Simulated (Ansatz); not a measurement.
## Frequency calculation of CH$_{6}$OSn

System: CH$_{6}$OSn.
Method: RKS B3LYP/def2-SVP (Ansatz 0.2.0).

It belongs to a series of runs on one base structure; here: vibrations at the highest image of the band.

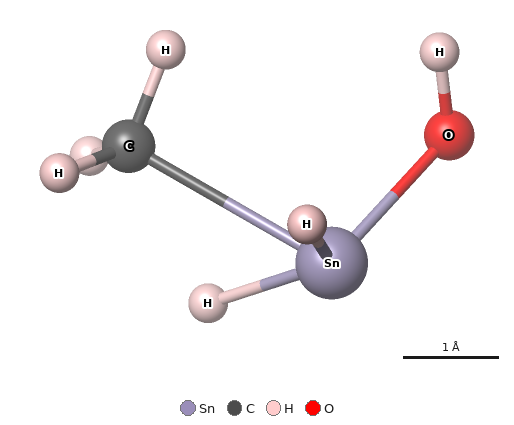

Fig. 1: The structure as given in the input (ball-and-stick view, seen at a tilt). Sticks mark near contacts.

Key numbers

```csv
quantity,value
outcome,converged
total energy,−9010.1969 eV
mean-field energy,−9010.1969 eV
largest force (length of the vector),0.048 eV/Å
hardware,"2 threads of Arm Neoverse V1, 24 GiB of memory available, shared host"
wall time,78 s (CPU time 2.4 min)
peak memory,0.17 GiB
```

The input
```yaml
crystal:
  periodic: [false, false, false]
  atoms:
    - { symbol: Sn, position_ang: [0.363611, 0.046837, -0.489337] }
    - { symbol: C, position_ang: [1.158584, -0.032358, 1.893034] }
    - { symbol: H, position_ang: [0.251282, -0.479396, 2.323598] }
    - { symbol: H, position_ang: [2.028737, -0.666226, 2.101757] }
    - { symbol: H, position_ang: [1.31213, 1.001001, 2.228506] }
    - { symbol: H, position_ang: [1.940924, -0.114873, 0.131912] }
    - { symbol: H, position_ang: [-0.657468, 1.343338, 0.003312] }
    - { symbol: O, position_ang: [-0.670465, -1.677521, -0.448046] }
    - { symbol: H, position_ang: [-1.350435, -1.665399, 0.239964] }
basis:
  gaussian: { orbitals: def2-SVP }
hamiltonian:
  xc: b3lyp
phonons: {}
```

Launch command:
```bash
ansatz run input.yaml --threads 2 --pin off --max-ram 3072MiB --backend cpu --events-out ev --progress --plain --runs-dir out
```

The program's output
```
Engine: ansatz 0.2.0, aarch64-unknown-linux-gnu
Functional definition: B3LYP
  parameter a0 = 0.2
  parameter ax = 0.72
  parameter ac = 0.81
  exchange = (1 - a0 - ax)*slater_x + ax*b88_x + a0*exact_x
  correlation = (1 - ac)*vwn_rpa_c + ac*lyp_c
1001 factors; integrals over basis functions are off by at most 3.6e-4 eV
mean field evaluation 1: about -8996.9622 eV, gradient 7.4e1 eV
mean field evaluation 2: about -8951.1899 eV, gradient 1.5e2 eV
mean field evaluation 4: about -9008.4367 eV, gradient 2.5e1 eV
mean field evaluation 8: about -9010.1965 eV, gradient 2.4e-1 eV
mean field evaluation 16: about -9010.1967 eV, gradient 8.2e-5 eV
mean field -9010.19669810 eV, -331.1186213247 hartree, gradient 8.2e-5 eV, S^2 0.000000; 0 other end points of the search recorded, 0 dependent functions left out
the calculation of the forces begins
reference -9010.19693595 eV, -331.1186300652 hartree; 21, 21 occupied and 63, 63 virtual orbitals, 1001 factors
these checks for a lower state are left out or cut short: stability, starts, cluster_reference, orbital_swaps, neighbouring_geometries, increment
1001 factors; integrals over basis functions are off by at most 3.6e-4 eV
mean field -9010.19658402 eV, -331.1186171323 hartree, gradient 8.7e-7 eV, S^2 0.000000; 0 other end points of the search recorded, 0 dependent functions left out
[... from here on the field's lines of each further geometry are left out, up to the last ...]
the calculation of the forces begins
reference -9010.19692504 eV, -331.1186296642 hartree; 21, 21 occupied and 63, 63 virtual orbitals, 1001 factors
these checks for a lower state are left out or cut short: stability, starts, cluster_reference, orbital_swaps, neighbouring_geometries, increment
1001 factors; integrals over basis functions are off by at most 3.6e-4 eV
mean field -9010.19654844 eV, -331.1186158246 hartree, gradient 1.1e-6 eV, S^2 0.000000; 0 other end points of the search recorded, 0 dependent functions left out
the calculation of the forces begins
reference -9010.19678621 eV, -331.1186245623 hartree; 21, 21 occupied and 63, 63 virtual orbitals, 1001 factors
WARN: phonons: modes at or below zero, which the zero-point energy, F, S and C_V leave out: 1, the lowest at -1079.22 cm⁻¹. A minimum has none, and a first-order saddle one
Total energy: -9010.19693595 eV, -331.1186300652 hartree
Atom 0 at     0.363611     0.046837    -0.489337 Å, force    -0.014763     0.010196     0.012511 eV/Å
Atom 1 at     1.158584    -0.032358     1.893034 Å, force    -0.024958    -0.004980    -0.041269 eV/Å
Atom 2 at     0.251282    -0.479396     2.323598 Å, force    -0.000862    -0.008109     0.007537 eV/Å
Atom 3 at     2.028737    -0.666226     2.101757 Å, force     0.015082     0.008039     0.010287 eV/Å
Atom 4 at     1.312130     1.001001     2.228506 Å, force     0.009995     0.001289     0.013708 eV/Å
Atom 5 at     1.940924    -0.114873     0.131912 Å, force     0.021057    -0.003380     0.009336 eV/Å
Atom 6 at    -0.657468     1.343338     0.003312 Å, force    -0.001628     0.006244    -0.009005 eV/Å
Atom 7 at    -0.670465    -1.677521    -0.448046 Å, force     0.013053    -0.019910    -0.030766 eV/Å
Atom 8 at    -1.350435    -1.665399     0.239964 Å, force    -0.016976     0.010611     0.027661 eV/Å
Dipole moment:     0.009982     0.297572     0.230363 e Å
Vibrations: -1079.22 76.29 128.33 171.92 333.16 429.34 470.18 563.74 587.98 684.29 749.79 861.29 1070.64 1404.13 1426.42 1859.96 1968.46 3048.10 3174.79 3196.02 3819.12 cm⁻¹, zero-point energy 1.613279 eV
```

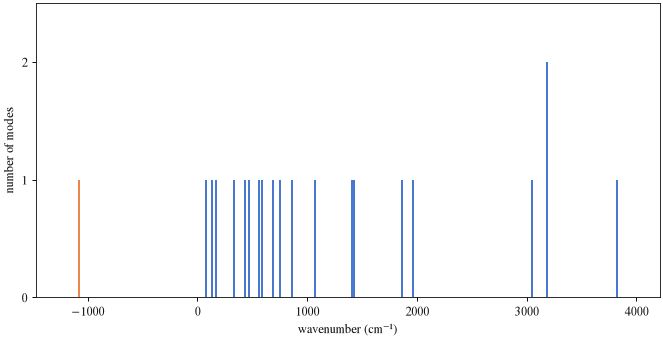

Fig. 2: Harmonic vibrational wavenumbers from the force constants; neighbouring modes closer than 22 cm⁻¹ are counted in one stick, and imaginary ones are drawn at negative wavenumbers. 21 modes from 1079i to 3819 cm⁻¹, 1 imaginary beyond 8i (1079i cm⁻¹): a first-order saddle point, if the geometry is stationary.
